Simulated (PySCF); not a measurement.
# Run report: C3H9Si, geometry relaxation

The run: geometry relaxation of C3H9Si, multiplicity 2, SMILES C[CH]C[SiH3]. Method and program: PBE0-D3(BJ)/def2-SVP geometry optimisation, gas phase (PySCF 2.14.0).

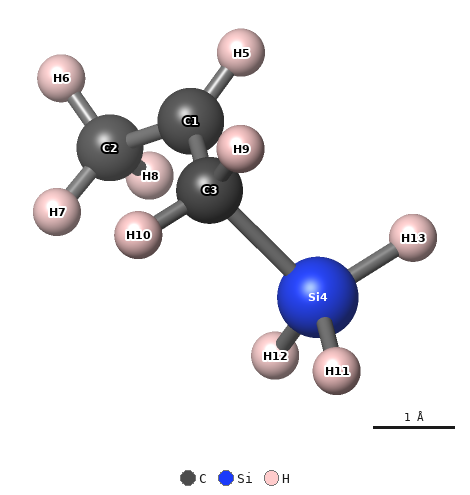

Figure 1. The structure as given in the input (ball-and-stick view, seen at a tilt; atoms are numbered from 1 in the order of the input). Bond lengths as drawn: C–C 1.43 to 1.50 Å, C–H 1.08 to 1.10 Å, C–Si 1.96 Å and H–Si 1.43 to 1.49 Å.

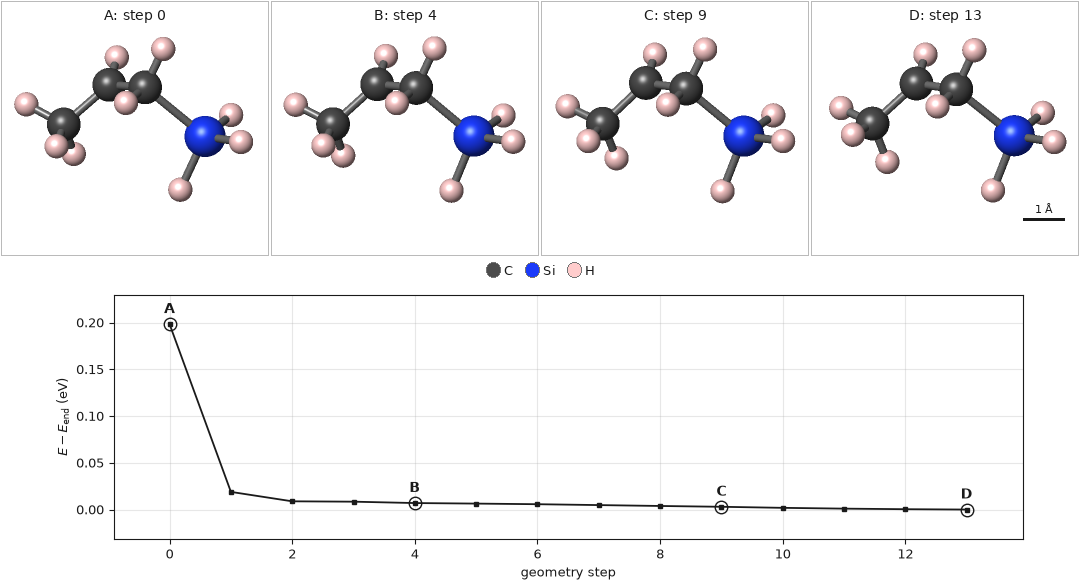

Figure 2. Frames of the relaxation (ball-and-stick view, seen at a tilt) above the curves, on which the letters mark them (steps are counted from 0).

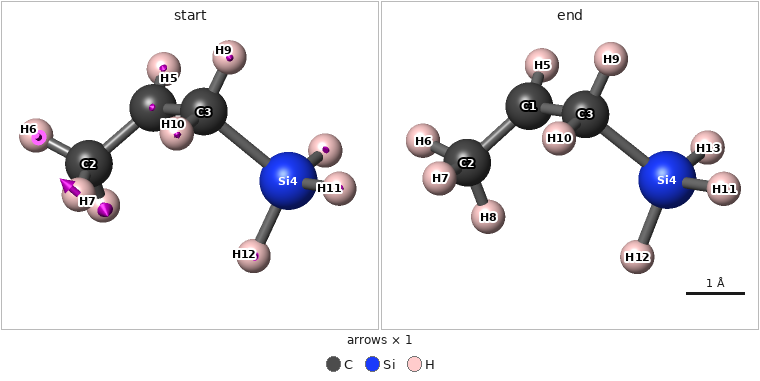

Figure 3. Before (left) and after (right) the relaxation, at one scale (ball-and-stick view, seen at a tilt). The pink arrows give the displacements, at true length. The atom that moves furthest after the best rigid fit is H7 (0.44 Å). Largest moves by element: H 0.44 Å, C 0.09 Å, Si 0.06 Å. Among the contacts that change: Si4–H11 1.427 → 1.498 Å, C3–Si4 1.962 → 1.905 Å, C1–C3 1.429 → 1.483 Å, Si4–H13 1.455 → 1.495 Å. Among the angles that change: H11–Si4–H13 113.1° → 108.6°, C3–Si4–H12 106.4° → 110.0°, C3–C1–H5 120.8° → 118.0°. The energy falls by 0.198 eV in 13 geometry steps. Largest force component: 1.9 eV/Å at the start, 0.015 eV/Å at the end. (Atoms are counted from 1 in the order of the input.)

The input and output of the run follow.

Input file
```
{"job": {"xc": "PBE0", "basis": "def2-SVP", "d3": "d3bj", "grid": 2, "kind": "geom", "shake": 0.01}, "charge": 0, "multiplicity": 2}
C     -0.640701    -0.044336    -0.819769
C     -1.805427     0.356831     0.040711
C      0.670448     0.481394    -0.605219
Si     1.612452    -0.629010     0.710447
H     -0.808019    -0.835133    -1.530742
H     -2.697711     0.563688    -0.555997
H     -1.555771     1.250153     0.623155
H     -2.048687    -0.433776     0.740135
H      1.278870     0.472287    -1.493730
H      0.670438     1.503480    -0.206309
H      2.912903    -0.116240     0.997762
H      0.783492    -0.610294     1.944060
H      1.637923    -1.976415     0.162900
```

The first line tells a small driver script what to run in PySCF; the rest is the geometry in Å.

Launch command:
```bash
OMP_NUM_THREADS=1 python <driver script> task.json out
```

The program's output
```
step   0  E = -408.71791885  max force = 0.036638
step   1  E = -408.72451015  max force = 0.006491
step   2  E = -408.72488092  max force = 0.003690
step   3  E = -408.72489519  max force = 0.002858
step   4  E = -408.72494904  max force = 0.001401
step   5  E = -408.72497036  max force = 0.000652
step   6  E = -408.72499468  max force = 0.000764
step   7  E = -408.72502905  max force = 0.001104
step   8  E = -408.72506392  max force = 0.001554
step   9  E = -408.72509598  max force = 0.001451
step  10  E = -408.72513721  max force = 0.001342
step  11  E = -408.72516859  max force = 0.001280
step  12  E = -408.72519077  max force = 0.000773
step  13  E = -408.72520481  max force = 0.000290
optimisation converged
```

Trajectory as extended XYZ (Å, eV, eV/Å), 14 frames, from step=0 to step=13
```
13
Properties=species:S:1:pos:R:3:forces:R:3 step=0 energy=-11121.78106
C    -0.6407   -0.0443   -0.8198   -1.8840   0.2394   0.3775
C    -1.8054    0.3568    0.0407    0.8986   0.1227  -0.6223
C     0.6704    0.4814   -0.6052    1.4121  -0.0870   1.1937
Si    1.6124   -0.6290    0.7105   -1.8096   0.7307  -0.6502
H    -0.8080   -0.8351   -1.5307    0.0249  -0.5089  -0.4703
H    -2.6977    0.5637   -0.5560   -0.2994   0.0391  -0.1290
H    -1.5558    1.2502    0.6232   -0.0616   0.1814   0.1263
H    -2.0487   -0.4338    0.7401   -0.3537  -0.5143   0.5621
H     1.2789    0.4723   -1.4937    0.5746   0.0057  -0.7745
H     0.6704    1.5035   -0.2063   -0.0364   0.2264   0.0761
H     2.9129   -0.1162    0.9978    1.3664   0.3848   0.2965
H     0.7835   -0.6103    1.9441   -0.0114  -0.0707   0.2003
H     1.6379   -1.9764    0.1629    0.1795  -0.7493  -0.1864
13
Properties=species:S:1:pos:R:3:forces:R:3 step=1 energy=-11121.96042
C    -0.6376    0.0121   -0.8545    0.1638  -0.0101  -0.1824
C    -1.7814    0.3954    0.0027   -0.2096  -0.0030   0.1489
C     0.7486    0.4846   -0.5946   -0.3241   0.2181  -0.3338
Si    1.5702   -0.6322    0.6740    0.2076  -0.2862   0.2808
H    -0.7774   -0.7836   -1.5961   -0.0156   0.0327   0.0396
H    -2.6966    0.5806   -0.5894    0.0611  -0.0122   0.0311
H    -1.5647    1.3064    0.5850   -0.0205  -0.0081  -0.0256
H    -2.0528   -0.3927    0.7379    0.0251   0.0515  -0.0497
H     1.3568    0.4827   -1.5174    0.0158  -0.0551   0.0821
H     0.7494    1.5235   -0.2145    0.0372  -0.0655   0.0529
H     2.9551   -0.1841    0.9973    0.1329   0.0756   0.0478
H     0.7782   -0.6583    1.9447   -0.0134   0.0343  -0.0504
H     1.6663   -2.0348    0.1609   -0.0603   0.0282  -0.0413
13
Properties=species:S:1:pos:R:3:forces:R:3 step=2 energy=-11121.97051
C    -0.6430    0.0196   -0.8555    0.0873   0.0285  -0.0583
C    -1.7975    0.3990   -0.0009    0.0006   0.0003   0.0483
C     0.7454    0.4843   -0.5958   -0.1898  -0.0005  -0.0306
Si    1.5923   -0.6407    0.6826    0.0781  -0.0300   0.0310
H    -0.7842   -0.7750   -1.5959   -0.0142  -0.0043   0.0001
H    -2.7079    0.5774   -0.5987    0.0148  -0.0061  -0.0099
H    -1.5918    1.3126    0.5798   -0.0002   0.0081  -0.0107
H    -2.0678   -0.3887    0.7319    0.0212   0.0050  -0.0087
H     1.3567    0.4753   -1.5145    0.0176  -0.0292   0.0231
H     0.7570    1.5188   -0.2076    0.0242  -0.0179   0.0389
H     2.9848   -0.1867    1.0013   -0.0066   0.0223  -0.0030
H     0.7996   -0.6571    1.9506   -0.0094   0.0124  -0.0056
H     1.6705   -2.0394    0.1587   -0.0236   0.0113  -0.0146
13
Properties=species:S:1:pos:R:3:forces:R:3 step=3 energy=-11121.97090
C    -0.6472    0.0133   -0.8736    0.0571   0.1470   0.1075
C    -1.7852    0.4007    0.0004   -0.0597  -0.0566  -0.0509
C     0.7338    0.4812   -0.5979    0.0119  -0.1142  -0.0319
Si    1.5881   -0.6419    0.6861    0.0099   0.0380  -0.0401
H    -0.7937   -0.7820   -1.6120    0.0004   0.0073   0.0086
H    -2.7034    0.5776   -0.5844   -0.0248  -0.0054   0.0025
H    -1.5675    1.3176    0.5713    0.0087   0.0010  -0.0147
H    -2.0422   -0.3831    0.7406   -0.0007  -0.0064   0.0175
H     1.3580    0.4738   -1.5070    0.0355   0.0011  -0.0037
H     0.7432    1.5108   -0.1982   -0.0051   0.0015  -0.0005
H     2.9751   -0.1710    1.0122   -0.0385  -0.0041  -0.0133
H     0.7840   -0.6615    1.9462    0.0027  -0.0045   0.0125
H     1.6710   -2.0360    0.1522    0.0025  -0.0046   0.0066
13
Properties=species:S:1:pos:R:3:forces:R:3 step=4 energy=-11121.97236
C    -0.6459    0.0192   -0.8661    0.0218   0.0720   0.0280
C    -1.7927    0.4007   -0.0010   -0.0105  -0.0236  -0.0213
C     0.7374    0.4812   -0.5958   -0.0081  -0.0662   0.0072
Si    1.5925   -0.6427    0.6852    0.0023   0.0252  -0.0257
H    -0.7908   -0.7763   -1.6046   -0.0022  -0.0016  -0.0033
H    -2.7073    0.5745   -0.5928   -0.0100  -0.0069   0.0003
H    -1.5829    1.3178    0.5722    0.0020   0.0054  -0.0061
H    -2.0523   -0.3851    0.7364    0.0033  -0.0022   0.0136
H     1.3593    0.4703   -1.5068    0.0176   0.0033  -0.0009
H     0.7524    1.5111   -0.1968    0.0019   0.0055   0.0018
H     2.9814   -0.1749    1.0041   -0.0249  -0.0021  -0.0095
H     0.7940   -0.6586    1.9492    0.0039  -0.0042   0.0097
H     1.6690   -2.0378    0.1529    0.0031  -0.0045   0.0063
13
Properties=species:S:1:pos:R:3:forces:R:3 step=5 energy=-11121.97294
C    -0.6458    0.0245   -0.8654   -0.0105   0.0248  -0.0139
C    -1.7957    0.4012   -0.0025    0.0060  -0.0054  -0.0078
C     0.7381    0.4806   -0.5942    0.0071  -0.0335   0.0265
Si    1.5930   -0.6443    0.6848   -0.0097   0.0122  -0.0111
H    -0.7901   -0.7715   -1.6037   -0.0012   0.0006  -0.0057
H    -2.7112    0.5672   -0.5953   -0.0015  -0.0087   0.0017
H    -1.5915    1.3217    0.5676   -0.0030   0.0053  -0.0025
H    -2.0501   -0.3838    0.7378    0.0044   0.0016   0.0110
H     1.3620    0.4686   -1.5041    0.0033   0.0058  -0.0013
H     0.7574    1.5098   -0.1931    0.0020   0.0047  -0.0020
H     2.9813   -0.1749    0.9982   -0.0049  -0.0009  -0.0039
H     0.7990   -0.6595    1.9519    0.0043  -0.0033   0.0039
H     1.6677   -2.0401    0.1539    0.0037  -0.0030   0.0050
13
Properties=species:S:1:pos:R:3:forces:R:3 step=6 energy=-11121.97361
C    -0.6466    0.0326   -0.8688   -0.0370  -0.0169  -0.0393
C    -1.7977    0.4027   -0.0049    0.0130   0.0080   0.0031
C     0.7381    0.4795   -0.5917    0.0283  -0.0013   0.0365
Si    1.5917   -0.6476    0.6847   -0.0166  -0.0020   0.0046
H    -0.7902   -0.7641   -1.6067   -0.0003   0.0058  -0.0076
H    -2.7179    0.5511   -0.5951    0.0053  -0.0102   0.0029
H    -1.6026    1.3312    0.5556   -0.0062   0.0045  -0.0012
H    -2.0384   -0.3782    0.7448    0.0058   0.0053   0.0076
H     1.3661    0.4681   -1.4991   -0.0106   0.0059  -0.0020
H     0.7623    1.5074   -0.1866   -0.0010   0.0021  -0.0055
H     2.9790   -0.1749    0.9920    0.0145  -0.0005   0.0021
H     0.8036   -0.6641    1.9559    0.0019  -0.0005  -0.0025
H     1.6665   -2.0442    0.1557    0.0028  -0.0004   0.0013
13
Properties=species:S:1:pos:R:3:forces:R:3 step=7 energy=-11121.97454
C    -0.6483    0.0460   -0.8779   -0.0505  -0.0568  -0.0414
C    -1.7987    0.4055   -0.0087    0.0109   0.0172   0.0102
C     0.7374    0.4785   -0.5874    0.0509   0.0324   0.0344
Si    1.5878   -0.6540    0.6853   -0.0176  -0.0162   0.0196
H    -0.7905   -0.7517   -1.6153   -0.0001   0.0137  -0.0113
H    -2.7291    0.5161   -0.5904    0.0096  -0.0100   0.0033
H    -1.6209    1.3512    0.5289   -0.0078   0.0038  -0.0012
H    -2.0088   -0.3637    0.7627    0.0074   0.0086   0.0032
H     1.3726    0.4701   -1.4901   -0.0225   0.0035  -0.0038
H     0.7678    1.5037   -0.1752   -0.0069  -0.0007  -0.0078
H     2.9743   -0.1773    0.9860    0.0281  -0.0019   0.0076
H     0.8068   -0.6739    1.9610   -0.0022   0.0034  -0.0087
H     1.6635   -2.0509    0.1571    0.0008   0.0029  -0.0041
13
Properties=species:S:1:pos:R:3:forces:R:3 step=8 energy=-11121.97549
C    -0.6497    0.0611   -0.8902   -0.0347  -0.0799  -0.0096
C    -1.7971    0.4088   -0.0126   -0.0014   0.0175   0.0086
C     0.7370    0.4788   -0.5823    0.0539   0.0554   0.0124
Si    1.5814   -0.6620    0.6862   -0.0102  -0.0233   0.0241
H    -0.7896   -0.7372   -1.6276   -0.0018   0.0213  -0.0154
H    -2.7407    0.4651   -0.5796    0.0084  -0.0065   0.0028
H    -1.6442    1.3779    0.4904   -0.0068   0.0034  -0.0027
H    -1.9640   -0.3397    0.7898    0.0089   0.0098  -0.0015
H     1.3794    0.4758   -1.4803   -0.0242  -0.0010  -0.0034
H     0.7715    1.5009   -0.1623   -0.0108  -0.0043  -0.0064
H     2.9683   -0.1854    0.9847    0.0270  -0.0036   0.0101
H     0.8043   -0.6866    1.9642   -0.0059   0.0063  -0.0105
H     1.6572   -2.0581    0.1556   -0.0023   0.0050  -0.0084
13
Properties=species:S:1:pos:R:3:forces:R:3 step=9 energy=-11121.97636
C    -0.6493    0.0703   -0.8983    0.0005  -0.0746   0.0311
C    -1.7942    0.4109   -0.0147   -0.0119   0.0117   0.0009
C     0.7379    0.4814   -0.5784    0.0294   0.0549  -0.0145
Si    1.5758   -0.6684    0.6866    0.0024  -0.0191   0.0155
H    -0.7866   -0.7273   -1.6369   -0.0043   0.0236  -0.0165
H    -2.7471    0.4168   -0.5674    0.0031  -0.0029   0.0012
H    -1.6654    1.4011    0.4536   -0.0038   0.0032  -0.0047
H    -1.9225   -0.3136    0.8165    0.0076   0.0081  -0.0026
H     1.3833    0.4841   -1.4741   -0.0139  -0.0051  -0.0017
H     0.7718    1.5013   -0.1528   -0.0098  -0.0060  -0.0013
H     2.9646   -0.1980    0.9896    0.0119  -0.0042   0.0081
H     0.7965   -0.6971    1.9630   -0.0065   0.0058  -0.0072
H     1.6494   -2.0621    0.1494   -0.0047   0.0048  -0.0084
13
Properties=species:S:1:pos:R:3:forces:R:3 step=10 energy=-11121.97748
C    -0.6464    0.0743   -0.9013    0.0465  -0.0414   0.0690
C    -1.7905    0.4128   -0.0159   -0.0148   0.0027  -0.0111
C     0.7406    0.4871   -0.5736   -0.0201   0.0302  -0.0397
Si    1.5709   -0.6750    0.6860    0.0165  -0.0048  -0.0041
H    -0.7802   -0.7202   -1.6437   -0.0067   0.0193  -0.0133
H    -2.7504    0.3592   -0.5525   -0.0049  -0.0006  -0.0010
H    -1.6916    1.4271    0.4067    0.0006   0.0032  -0.0062
H    -1.8779   -0.2764    0.8498    0.0031   0.0034   0.0003
H     1.3853    0.4972   -1.4694    0.0060  -0.0071   0.0005
H     0.7690    1.5048   -0.1431   -0.0036  -0.0055   0.0066
H     2.9629   -0.2185    1.0014   -0.0133  -0.0026   0.0020
H     0.7833   -0.7094    1.9567   -0.0040   0.0013   0.0009
H     1.6390   -2.0635    0.1350   -0.0053   0.0019  -0.0038
13
Properties=species:S:1:pos:R:3:forces:R:3 step=11 energy=-11121.97834
C    -0.6422    0.0709   -0.8963    0.0579  -0.0067   0.0658
C    -1.7892    0.4145   -0.0165   -0.0077  -0.0008  -0.0179
C     0.7431    0.4926   -0.5693   -0.0464  -0.0006  -0.0376
Si    1.5701   -0.6798    0.6841    0.0158   0.0070  -0.0169
H    -0.7734   -0.7193   -1.6434   -0.0066   0.0109  -0.0080
H    -2.7503    0.3187   -0.5442   -0.0077  -0.0011  -0.0013
H    -1.7119    1.4460    0.3678    0.0023   0.0028  -0.0049
H    -1.8536   -0.2429    0.8753   -0.0009  -0.0004   0.0047
H     1.3855    0.5086   -1.4663    0.0161  -0.0038   0.0016
H     0.7649    1.5083   -0.1345    0.0028  -0.0030   0.0091
H     2.9635   -0.2348    1.0120   -0.0231   0.0005  -0.0025
H     0.7742   -0.7211    1.9491   -0.0001  -0.0035   0.0062
H     1.6335   -2.0624    0.1182   -0.0024  -0.0013   0.0016
13
Properties=species:S:1:pos:R:3:forces:R:3 step=12 energy=-11121.97894
C    -0.6384    0.0678   -0.8897    0.0360   0.0018   0.0398
C    -1.7901    0.4179   -0.0187   -0.0002   0.0012  -0.0149
C     0.7444    0.4962   -0.5633   -0.0375  -0.0141  -0.0197
Si    1.5708   -0.6859    0.6814    0.0042   0.0090  -0.0161
H    -0.7674   -0.7181   -1.6413   -0.0042   0.0041  -0.0043
H    -2.7504    0.2792   -0.5376   -0.0064  -0.0003  -0.0004
H    -1.7354    1.4657    0.3244    0.0004   0.0024  -0.0018
H    -1.8344   -0.2038    0.8996   -0.0011  -0.0007   0.0031
H     1.3866    0.5188   -1.4603    0.0132   0.0018   0.0013
H     0.7614    1.5089   -0.1216    0.0069  -0.0004   0.0065
H     2.9633   -0.2462    1.0184   -0.0151   0.0030  -0.0030
H     0.7706   -0.7382    1.9435    0.0021  -0.0053   0.0056
H     1.6330   -2.0626    0.1013    0.0016  -0.0025   0.0039
13
Properties=species:S:1:pos:R:3:forces:R:3 step=13 energy=-11121.97932
C    -0.6363    0.0646   -0.8832    0.0043  -0.0022   0.0073
C    -1.7928    0.4229   -0.0222    0.0036   0.0050  -0.0063
C     0.7442    0.4970   -0.5566   -0.0149  -0.0128   0.0005
Si    1.5730   -0.6926    0.6789   -0.0038   0.0039  -0.0063
H    -0.7638   -0.7178   -1.6385   -0.0012   0.0005  -0.0010
H    -2.7513    0.2488   -0.5334   -0.0017   0.0004   0.0003
H    -1.7569    1.4832    0.2839   -0.0011   0.0010   0.0001
H    -1.8232   -0.1659    0.9182    0.0002  -0.0001   0.0001
H     1.3876    0.5266   -1.4527    0.0042   0.0046  -0.0001
H     0.7584    1.5064   -0.1073    0.0071   0.0007   0.0026
H     2.9629   -0.2509    1.0211   -0.0018   0.0038  -0.0011
H     0.7726   -0.7587    1.9404    0.0013  -0.0035   0.0013
H     1.6396   -2.0643    0.0875    0.0038  -0.0012   0.0024
```

Summary

| quantity | value |
| --- | --- |
| outcome | converged |
| total energy | −408.725205 hartree |
| ⟨S²⟩ | 0.755 |
| dipole moment | 0.54 D |
| point group | C1 |
| hardware | 1 CPU thread, shared host |
| wall time | 2 min |
| peak memory | 0.57 GiB |
